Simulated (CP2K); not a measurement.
# GFN2-xTB run of CH4BFSi (SMILES F[SiH]1BC1)

What is the energy difference between two shapes of CH4BFSi at GFN2-xTB? 

The calculation is run with CP2K 2026.2.

### Step 1. Starting point

CH4BFSi has 8 atoms, charge 0, and is taken as a singlet. SMILES: `F[SiH]1BC1`. The shape comes from a force field and isn't a relaxed structure.

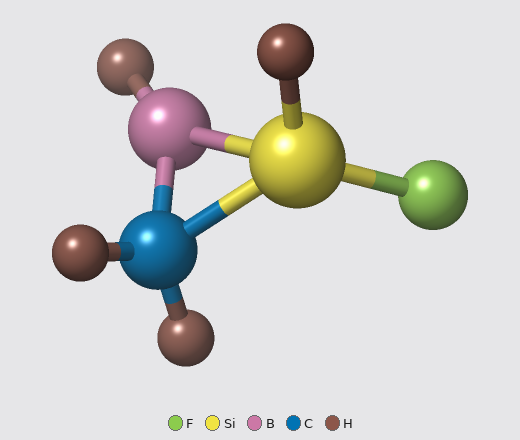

Viewed from a chosen angle; fluorine green, silicon yellow, boron pink, carbon blue, hydrogen brown.

### Step 2. Energy and gradient at GFN2-xTB

File job.inp:

```
&GLOBAL
  PROJECT job
  RUN_TYPE ENERGY_FORCE
  PRINT_LEVEL MEDIUM
&END GLOBAL

&FORCE_EVAL
  METHOD QUICKSTEP
  &DFT
    CHARGE 0
    MULTIPLICITY 1
    ! Quickstep
    &QS
      METHOD XTB
      EPS_DEFAULT 1.0E-10
      &XTB
        GFN_TYPE TBLITE
        &TBLITE
          METHOD GFN2
        &END TBLITE
        CHECK_ATOMIC_CHARGES F
      &END XTB
    &END QS
    &POISSON
      PERIODIC NONE
      POISSON_SOLVER ANALYTIC
    &END POISSON
    &SCF
      SCF_GUESS ATOMIC
      EPS_SCF 1.0E-06
      MAX_SCF 150
      ADDED_MOS 2
      &DIAGONALIZATION
        ALGORITHM STANDARD
      &END DIAGONALIZATION
      &MIXING
        METHOD DIRECT_P_MIXING
        ALPHA 0.4
      &END MIXING
    &END SCF
    ! extra output
    &PRINT
      &MOMENTS
        PERIODIC F
        REFERENCE COM
        MAX_MOMENT 1
      &END MOMENTS
      &MO ON
        ENERGIES T
        OCCUPATION_NUMBERS T
        NDIGITS 6
        &EACH
          QS_SCF 0
        &END EACH
        ADD_LAST NUMERIC
      &END MO
      &HIRSHFELD OFF
      &END HIRSHFELD
    &END PRINT
  &END DFT
  ! atoms, cell and kinds
  &SUBSYS
    ! box in angstrom
    &CELL
      ABC [angstrom] 13.6 13.1 13.1
      PERIODIC NONE
    &END CELL
    &COORD
      UNIT bohr
      F     -4.2157900    -0.4969980     0.6477981
      Si    -1.7194618     0.4429518    -1.0130822
      B      1.0977419     0.8951633     1.5040330
      C      1.2122593    -1.3252649    -0.4399282
      H     -1.7470518     2.7601340    -2.5653032
      H      2.1270757     1.9966846     3.2272743
      H      2.5957278    -1.1967636    -1.9103241
      H      0.8237316    -3.1839995     0.4440856
    &END COORD
    &TOPOLOGY
      &CENTER_COORDINATES
      &END CENTER_COORDINATES
    &END TOPOLOGY
  &END SUBSYS
  &PRINT
    &FORCES ON
    &END FORCES
  &END PRINT
&END FORCE_EVAL
```

Launch:

```
$ OMP_NUM_THREADS=1 cp2k.psmp -i job.inp > job.out 2>&1
```

Output:

```text
CP2K| version string:                                       CP2K version 2026.2
[...]
 GLOBAL| Method name                                                        CP2K
[...]
 GLOBAL| Run type                                                   ENERGY_FORCE
[...]
                             - Atoms:                                          8
[...]
                             - Spherical basis functions:                     25
[...]
 Number of electrons:                                                         22
[...]
  *** SCF run converged in    17 steps ***
[...]
  Fermi energy:                                                -0.28274022785091
[...]
 TB_DIPOLE| Moment [Debye]          1.17433986       0.63927311      -1.07955575
 TB_DIPOLE| Derivative [a.u.]       0.00000000       0.00000000       0.00000000
[...]
 ENERGY| Total FORCE_EVAL ( QS ) energy [hartree]            -11.804673601018861
 FORCES| Atomic forces [hartree/bohr]
 FORCES|   Atom     x               y               z               |f|
 FORCES|      1  5.70328942E-03 -8.91987994E-04 -1.80204086E-02   1.89224279E-02
 FORCES|      2 -5.98572632E-03  4.68429350E-02  3.62964740E-02   5.95610905E-02
 FORCES|      3 -1.57952165E-02  1.98214343E-02  7.24897505E-03   2.63614446E-02
 FORCES|      4  9.25068414E-03 -2.64472066E-02  1.17577528E-02   3.03854347E-02
 FORCES|      5 -1.05373249E-02 -1.73906626E-02 -5.24604923E-03   2.09997951E-02
 FORCES|      6 -3.06100940E-03 -1.69011820E-02 -1.71133804E-02   2.42463919E-02
 FORCES|      7  6.26272950E-03 -1.29061131E-02 -1.59760729E-03   1.44340529E-02
 FORCES|      8  1.41625740E-02  7.87278292E-03 -1.33257562E-02   2.09793945E-02
 FORCES| Sum    -6.24500451E-17 -5.20417043E-18 -5.72458747E-17
 FORCES| Total atomic force                                       8.48774511E-17
[...]
```

Wall time 0.24 s (1 thread of Arm Neoverse V2, shared host).

### Step 3. The distorted shape at the same level

File run.inp:

```
&force_eval
    method Quickstep
    &dft
        &qs
            method XTB
            eps_default 1.0E-10
            &xtb
                gfn_type TBLITE
                &tblite
                    method GFN2
                &end
                check_atomic_charges F
            &end
        &end
        ! cluster boundary conditions
        &poisson
            periodic NONE
            poisson_solver ANALYTIC
        &end
        ! self-consistent field
        &scf
            scf_guess ATOMIC
            eps_scf 1.0E-06
            max_scf 150
            added_mos 2
            &diagonalization
                algorithm STANDARD
            &end
            &mixing
                method DIRECT_P_MIXING
                alpha 0.4
            &end
        &end
        ! extra output
        &print
            &moments
                periodic F
                reference COM
                max_moment 1
            &end
            &mo ON
                energies T
                occupation_numbers T
                ndigits 6
                &each
                    qs_scf 0
                &end
                add_last NUMERIC
            &end
            &hirshfeld OFF
            &end
        &end
    &end
    ! structure
    &subsys
        &cell
            abc 13.6 13.2 13.1
            periodic NONE
        &end
        &coord
            UNIT bohr
            F     -4.1861988    -0.4683856     0.6407835
            Si    -1.7226365     0.4685406    -0.9115718
            B      1.0478947     0.9026919     1.5276149
            C      1.1827399    -1.3926412    -0.4576728
            H     -1.7219222     2.7472744    -2.6199503
            H      2.1134943     2.0089773     3.2111814
            H      2.7035745    -1.2384585    -1.9101994
            H      0.7952327    -3.2257266     0.4581414
        &end
        &topology
            &center_coordinates
            &end
        &end
    &end
    &print
        &forces ON
        &end
    &end
&end

&global
    project run
    run_type ENERGY_FORCE
    print_level MEDIUM
&end
```

Launch:

```
$ OMP_NUM_THREADS=1 cp2k.psmp run.inp > run.out
```

Output:

```text
CP2K| version string:                                       CP2K version 2026.2
[...]
 GLOBAL| Method name                                                        CP2K
[...]
 GLOBAL| Run type                                                   ENERGY_FORCE
[...]
                             - Atoms:                                          8
[...]
                             - Spherical basis functions:                     25
[...]
 Number of electrons:                                                         22
[...]
  *** SCF run converged in    18 steps ***
[...]
  Fermi energy:                                                -0.28766315253609
[...]
 TB_DIPOLE| Moment [Debye]          0.88010371       0.62089169      -0.79957780
 TB_DIPOLE| Derivative [a.u.]       0.00000000       0.00000000       0.00000000
[...]
 ENERGY| Total FORCE_EVAL ( QS ) energy [hartree]            -11.809494257353942
 FORCES| Atomic forces [hartree/bohr]
 FORCES|   Atom     x               y               z               |f|
 FORCES|      1 -9.96335455E-03 -7.19830015E-03 -9.87178587E-03   1.57650282E-02
 FORCES|      2  8.86264138E-03  5.45753368E-02  1.75656752E-02   5.80135048E-02
 FORCES|      3 -9.05638753E-03  7.79913550E-03  1.30080079E-03   1.20223439E-02
 FORCES|      4  2.40476925E-02 -7.98381370E-03  4.84952347E-03   2.57982688E-02
 FORCES|      5 -1.08310177E-02 -2.27126132E-02 -1.49437265E-04   2.51633876E-02
 FORCES|      6 -2.29752383E-03 -1.58724974E-02 -1.55486957E-02   2.23377870E-02
 FORCES|      7 -1.48005435E-02 -1.45360541E-02  1.53873268E-02   2.58287202E-02
 FORCES|      8  1.40384933E-02  5.92880630E-03 -1.35334074E-02   2.03809507E-02
 FORCES| Sum     1.50920942E-16 -2.34187669E-17  6.59194921E-17
 FORCES| Total atomic force                                       1.66345871E-16
[...]
```

Run time: 0.22 s. Hardware: 1 thread of Arm Neoverse V2, shared host.

### Step 4. Summary of results

At GFN2-xTB:

```
                                                  quantity         value
                                 first shape: total energy  -11.80467 Eh
    first shape: dipole moment (from atomic charges alone)        1.72 D
                                  first shape: HOMO energy      -8.46 eV
                                  first shape: LUMO energy      -6.92 eV
                                first shape: HOMO–LUMO gap       1.54 eV
                     first shape: largest force on an atom    3.063 eV/Å
                             distorted shape: total energy  -11.80949 Eh
distorted shape: dipole moment (from atomic charges alone)        1.34 D
                              distorted shape: HOMO energy      -8.65 eV
                              distorted shape: LUMO energy      -7.01 eV
                            distorted shape: HOMO–LUMO gap       1.64 eV
                 distorted shape: largest force on an atom    2.983 eV/Å
                    energy change with the atoms displaced     -0.131 eV
```

With the atoms displaced the energy falls by 0.13 eV (12.7 kJ/mol). The first shape isn't relaxed at this level, so the change isn't measured from a minimum. The largest force (first shape) is 3.06 eV/Å: the shape isn't a stationary point for this species at this level. The dipole (first shape) comes from point charges on the atoms alone, without atomic dipoles, so it is partial. The dipole (distorted shape) comes from point charges on the atoms alone, without atomic dipoles, so it is partial.
